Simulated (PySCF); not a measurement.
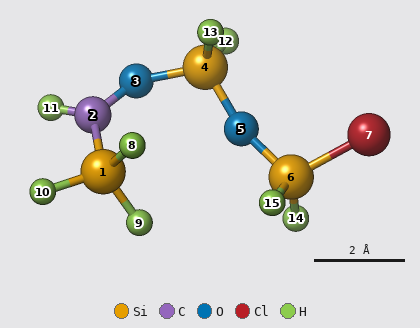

Figure 1. The structure as given in the input (ball-and-stick view, seen at a tilt; atoms are numbered from 1 in the order of the input). Bond lengths as drawn: Cl–Si 2.00 Å, C–H 1.08 Å, C–O 1.33 Å, C–Si 1.85 Å, H–Si 1.45 to 1.47 Å and O–Si 1.61 to 1.62 Å.

CH$_{8}$ClO$_{2}$Si$_{3}$: EPR calculation

The run: EPR calculation of CH$_{8}$ClO$_{2}$Si$_{3}$, multiplicity 2, SMILES [SiH3][CH]O[SiH2]O[SiH2]Cl. Method and program: UKS B3LYP, pcH-1 on C Cl H O Si, non-relativistic, mean-field spin-orbit, GIAO (PySCF 2.14.0).

It belongs to a series of runs on one base structure; here: H removed from sp3 C.

## Input
```
{"job": {"kind": "epr", "basis": "pcH-1"}, "charge": 0, "multiplicity": 2}
Si     1.984133     0.781597    -0.698536
C      1.921416    -1.058043    -0.529648
O      0.894038    -1.740741    -0.020062
Si    -0.471973    -1.377991     0.771216
O     -1.260185    -0.171535     0.025156
Si    -2.281517     1.026698    -0.320633
Cl    -3.828001     0.937185     0.946266
H      1.713185     1.427403     0.593153
H      1.011152     1.303481    -1.671298
H      3.345582     1.072454    -1.146911
H      2.691258    -1.718785    -0.910936
H     -1.217403    -2.610297     0.598352
H     -0.200890    -0.913621     2.126393
H     -2.744119     0.774950    -1.677569
H     -1.561089     2.275234    -0.118164
```

The first line tells a small driver script what to run in PySCF; the rest is the geometry in Å.

Launch command:
```bash
OMP_NUM_THREADS=1 python <driver script> task.json out
```

## Log
```
UKS, coarse grid
  cycle   1  E = -1522.01943718  |g| = 7.53e-01
  cycle   2  E = -1521.65341397  |g| = 1.24e+00
  cycle   3  E = -1522.19321003  |g| = 1.12e-01
  cycle   4  E = -1522.19767185  |g| = 4.44e-02
  cycle   5  E = -1522.19847785  |g| = 8.06e-03
  cycle   6  E = -1522.19850367  |g| = 2.94e-03
  cycle   7  E = -1522.19850723  |g| = 1.16e-03
  cycle   8  E = -1522.19850800  |g| = 6.82e-04
UKS, final grid
  cycle   1  E = -1522.19845886  |g| = 1.12e-03
  cycle   2  E = -1522.19845795  |g| = 2.02e-03
  cycle   3  E = -1522.19845928  |g| = 7.19e-05
  cycle   4  E = -1522.19845929  |g| = 2.18e-05
E = -1522.19845929 Eh   <S^2> = 0.7533 (exact 0.7500)
g shifts (ppm)      1          2          3
  rmc          -166       -166       -166
  gc             -3         32         33
  oz_so         -53       1320       2017
  total        -223       1185       1883
hyperfine (MHz)  atom isotope    a_iso     a_fc   dipolar eigenvalues
    0  29Si      43.71      43.77     -1.96     -1.44      3.40
    1   13C      76.95      77.00    -72.10    -69.89    141.99
    2   17O     -12.94     -12.96    -53.12     26.28     26.84
    3  29Si       2.81       2.79     -2.64      0.89      1.75
    4   17O      -3.10      -3.10     -0.63      0.22      0.41
    5  29Si      -0.11      -0.11     -0.40      0.18      0.23
    6  35Cl      -0.00      -0.00     -0.05     -0.02      0.07
    7    1H      49.24      49.24     -3.26     -2.11      5.37
    8    1H      74.48      74.48     -3.22     -1.77      4.99
    9    1H      -1.78      -1.78     -3.84     -2.69      6.53
   10    1H     -55.26     -55.29    -33.29     -0.80     34.09
   11    1H      -2.06      -2.06     -2.49     -1.71      4.20
   12    1H      12.68      12.68     -2.15     -1.78      3.93
   13    1H       0.04       0.04     -0.60     -0.55      1.15
   14    1H       0.41       0.40     -0.70     -0.64      1.34
```

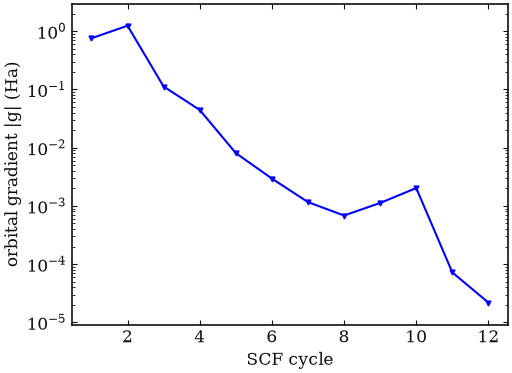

Figure 2. Convergence of the self-consistent field: orbital gradient |g| against the SCF cycle. All cycles printed in the log are drawn one after another.

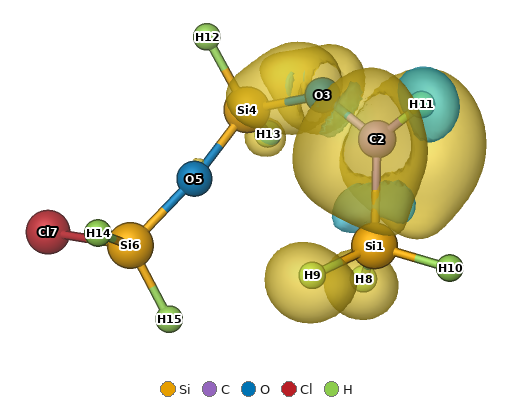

Figure 3. Isosurfaces of the spin density at +0.005 (yellow) and −0.005 e/Å³ (cyan), seen at an oblique angle. The unpaired spin (1 electron) lies mostly on C2 (about 0.6), O3 (about 0.2) and Si1 (about 0.1), in electrons by Hirshfeld's partition.

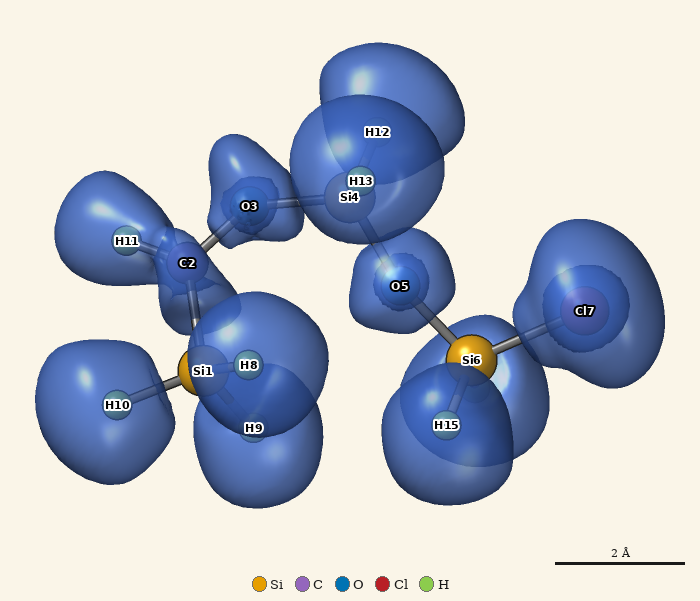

Figure 4. Isosurface of the ELF at 0.75 (blue), seen face on. Only the valence region is drawn (cores and ρ < 0.01 e/Å³ removed). Values along the shortest contacts: Si–O (1.61 Å): the ELF peaks at about 0.85 between the atoms.

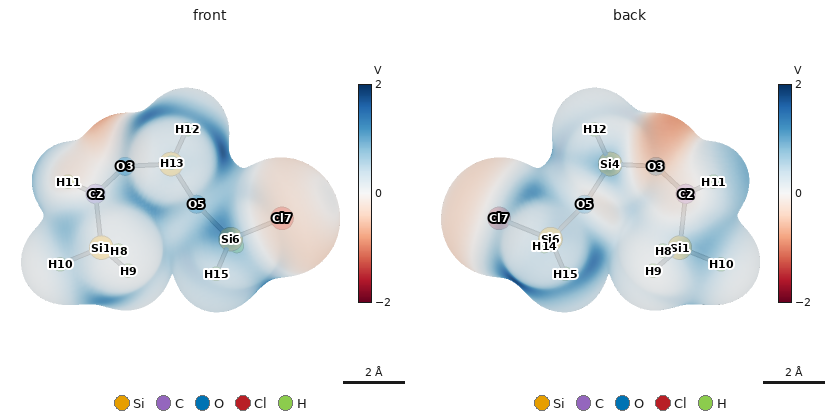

Figure 5. The electrostatic potential painted on the density surface at 0.002 e/bohr³, seen face on and from behind; red is negative and blue positive. A positive charge is drawn to the negative regions and a negative charge to the positive ones.

## Results in brief

- outcome: converged
- total energy: −1522.198459 hartree
- ⟨S²⟩: 0.753
- isotropic g: 2.0033
- hardware: 1 CPU thread, shared host
- wall time: 1.7 min
- peak memory: 1 GiB
